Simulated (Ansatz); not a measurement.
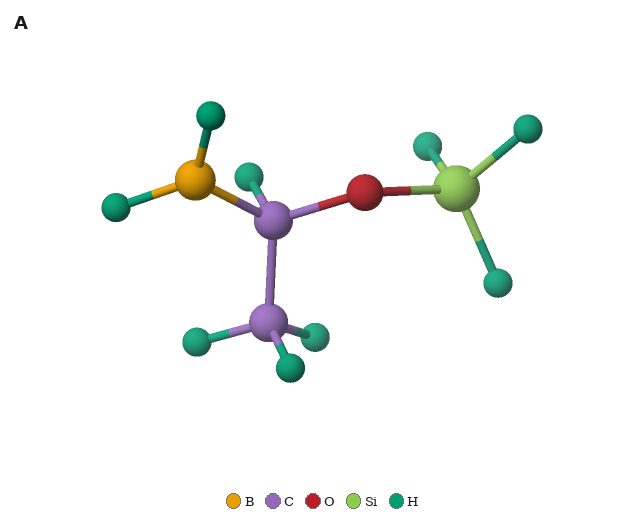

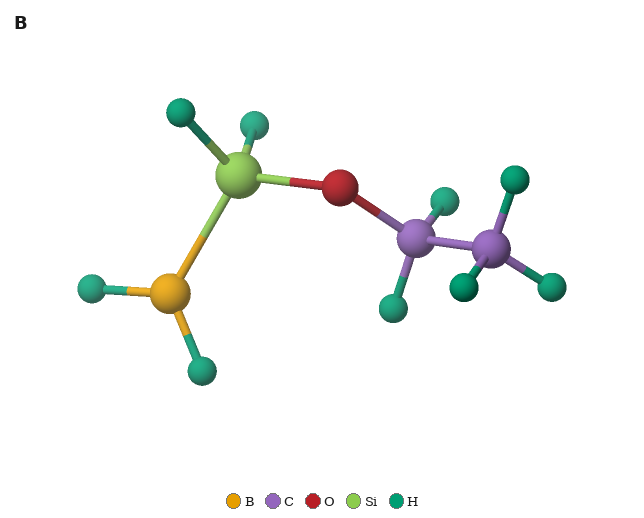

2 stationary structures of one formula. Geometries: PBE-D4/def2-SVP. Electronic energies: PBE-D4/def2-SVP (Ansatz 0.2.0), without zero-point energy. No frequency run is at hand to confirm each as a minimum. Each is one conformer, not always the lowest.

Which is lowest in energy, and by how much?

Answer. A is lowest; B lies 3.2 kcal/mol above it. A is `B[C@H](C)O[SiH3]`, B is `B[SiH2]OCC`.
